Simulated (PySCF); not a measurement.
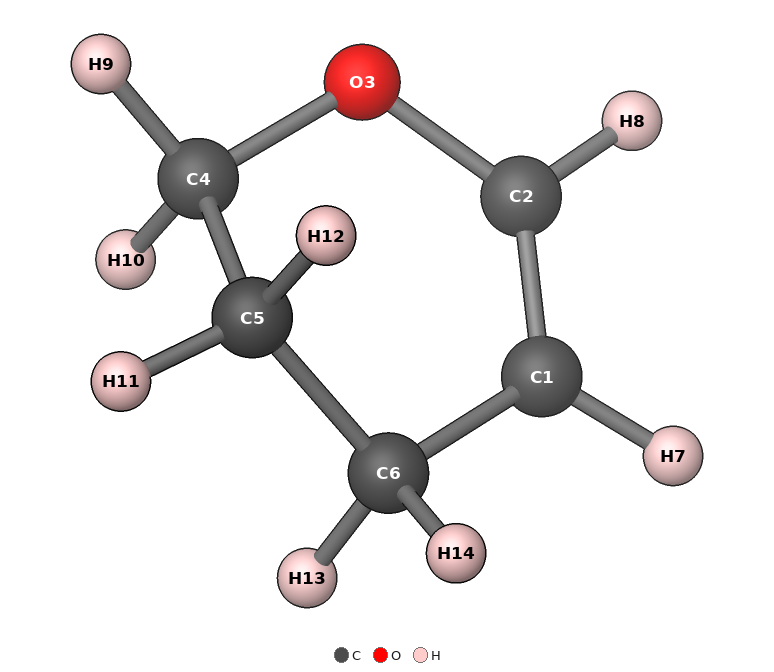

The geometry was computed by an optimisation with GFN2-xTB. No frequency run is at hand to confirm it as a minimum. Properties computed with delta-SCF UKS SCAN, pcX-2 on the ionised atom, pcseg-1 elsewhere, spin-free X2C (PySCF 2.14.0).

Give the core-electron binding energies (to vacuum) of C1 1s, C2 1s, O3 1s, C4 1s, C5 1s, C6 1s.

```csv
atom,level,binding energy (eV)
C1,1s,289.7
C2,1s,291.5
O3,1s,538.7
C4,1s,292.2
C5,1s,290.7
C6,1s,290.7
```
